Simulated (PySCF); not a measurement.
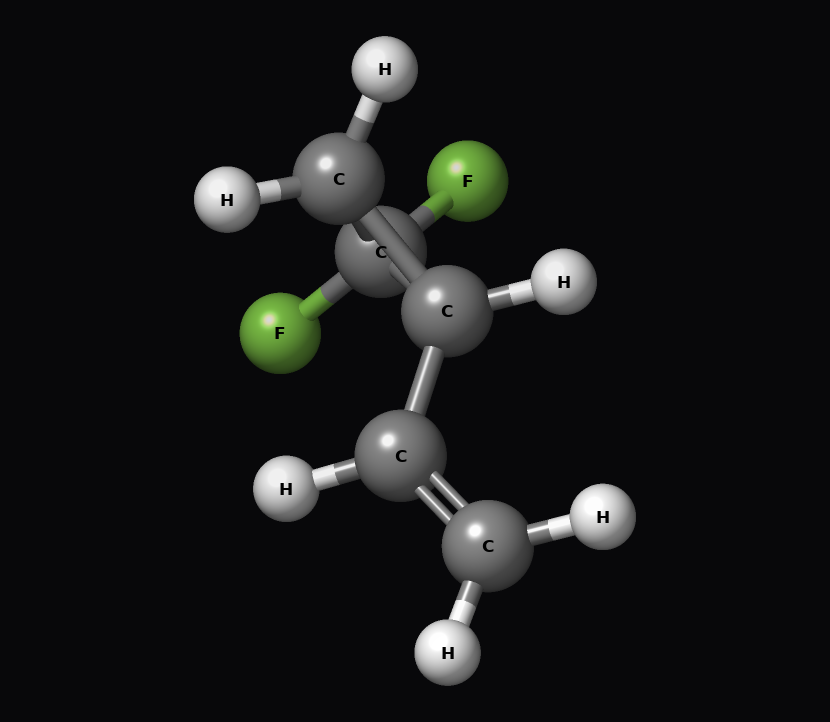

Ball-and-stick drawing of a structure. Multiple sticks mark multiple bonds (one Kekulé form).

Computed geometry: PBE0-D3(BJ)/def2-SVP optimisation. No frequency run is at hand to confirm it as a minimum.

Give the formula.

Answer. C₅H₆F₂, 13 atoms: 5 carbon, 6 hydrogen and 2 fluorine.

How many bonds of each kind are drawn?

Answer. 6 C–H, 5 C–C, 2 C–F.

Name functional groups in it.

Answer. Among them: alkene, C–F bond.

More results for the same structure follow; atom numbers are the same in all pictures, views and colours differ.

### Symmetry

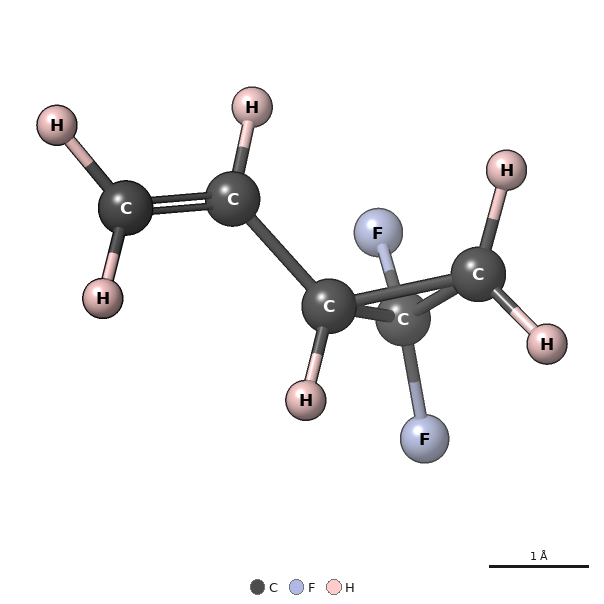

Depth is shown by fading: the farther an atom, the more it takes the colour of the background. No frequency run is at hand to confirm it as a minimum. Masses are those of the most abundant isotopes; constants are for the rigid equilibrium geometry.

Classify the rotor and give the rotational constants (cm⁻¹).

Answer. An asymmetric top (C1): A = 0.170, B = 0.0570, C = 0.0538 cm⁻¹. Ray's parameter κ is −0.94, close to the prolate limit.

### Charges

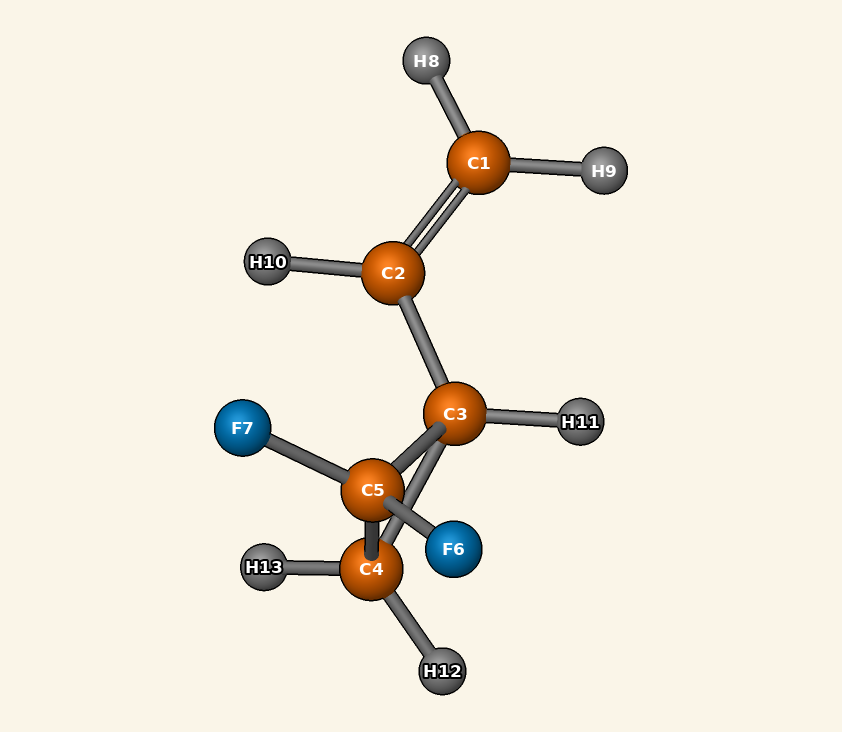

The questions are on ESP-fitted charges. No frequency run is at hand to confirm it as a minimum. Level of theory: PBE0/6-31G*, gas phase (PySCF 2.14.0).

Give the ESP-fitted charges atom by atom.

```
atom  value (e)
  C1      −0.47
  C2      −0.09
  C3      −0.09
  C4      −0.39
  C5       0.33
  F6      −0.16
  F7      −0.16
  H8       0.19
  H9       0.19
 H10       0.16
 H11       0.15
 H12       0.17
 H13       0.17
```

### Levels of theory compared

No frequency run is at hand to confirm it as a minimum. Program: PySCF 2.14.0.

Tabulate HOMO energy (eV), HOMO–LUMO gap (eV), dipole (D) at these levels: PBE0/6-311+G(2d,p); PBE0/6-31G*; PBE0/IGLO-III; PBE0/aug-cc-pVDZ; PBE0/cc-pVDZ; PBE0/cc-pVTZ; PBE0/def2-SVP; PBE0/def2-TZVP; PBE0/pcSseg-0.

```tsv
level	HOMO energy (eV)	HOMO–LUMO gap (eV)	dipole (D)
PBE0/6-311+G(2d,p)	−7.38	7.16	2.09
PBE0/6-31G*	−7.01	7.47	1.72
PBE0/IGLO-III	−7.36	7.20	2.02
PBE0/aug-cc-pVDZ	−7.35	7.13	2.04
PBE0/cc-pVDZ	−7.17	7.38	1.74
PBE0/cc-pVTZ	−7.30	7.30	1.88
PBE0/def2-SVP	−7.27	7.41	1.83
PBE0/def2-TZVP	−7.34	7.26	1.96
PBE0/pcSseg-0	−7.51	7.60	2.18
```

### Core levels

No frequency run is at hand to confirm it as a minimum. Method: delta-SCF UKS SCAN, pcX-1 on the ionised atom, pcseg-1 elsewhere, spin-free X2C (PySCF 2.14.0).

Give the core-electron binding energies (to vacuum) of C1 1s, C2 1s, C3 1s, C4 1s, C5 1s, F6 1s, F7 1s.

| atom | level | binding energy (eV) |
| --- | --- | --- |
| C1 | 1s | 290.3 |
| C2 | 1s | 291.0 |
| C3 | 1s | 291.4 |
| C4 | 1s | 291.2 |
| C5 | 1s | 295.4 |
| F6 | 1s | 693.4 |
| F7 | 1s | 693.5 |
